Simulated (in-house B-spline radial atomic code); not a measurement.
Computed with an in-house B-spline radial code: scalar-relativistic (spin-free one-electron X2C) wB97X, spin-polarised, spherical fractional occupations, Fermi nucleus, basis-set limit. The occupation of the 4f shell is varied from Yb³⁺ ([Xe] 4f13 (high spin)) to Yb²⁺ ([Xe] 4f14), with spherical fractional occupations. Wanted, and plotted below: the total energy less the straight line between the end points, and the eigenvalue of 4f↓ (the dashed line is minus the energy to take the whole electron out).

The curve is convex (below the straight line), with the largest deviation among the points computed, −2.08 eV, at 0.5. The end points differ by 30.7 eV, the energy to take the electron out. The eigenvalue, which is the slope of the energy (Janak's theorem), moves from −39.2 eV at 0 to −22.6 eV at 1; for a straight line it would stay constant, and a parabola would sag by an eighth of this change, scaled to a whole electron, 2.07 eV. Convexity is the mark of the delocalisation error, which puts fractional charges too low; for p, d and f shells the spherical spreading of the fraction adds to it. Exact exchange at spherical fractional occupations leaves self-interaction in partly filled shells, which adds to the curvature.

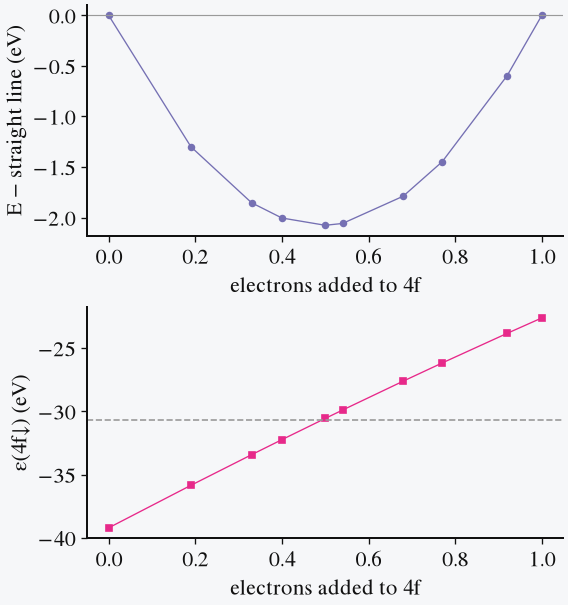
